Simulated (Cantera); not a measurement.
A closed system holds: 1 mol C3H8, a varied amount of NH3, held at 1975 K and 0.0470 bar.

Equilibrium computed with Cantera from the NASA thermochemical tables; the gas is ideal and each condensed phase is pure. Candidate condensed phases: C, C6H6, C7H8, C8H18; 92 gas species. Rates play no part.

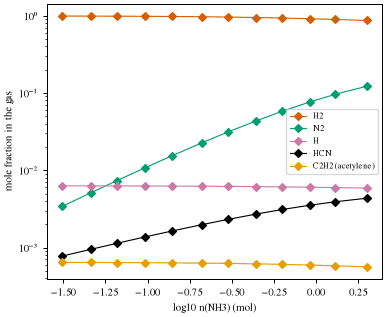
Figure: Equilibrium gas composition (values under 1e-9 drawn at 1e-9)

**Question.** Read off the mole fractions at 0.14 mol NH3.

**Answer.** H2 about 0.98, N2 about 0.015, H about 0.0062, HCN about 0.0016, C2H2 (acetylene) about 0.00063.
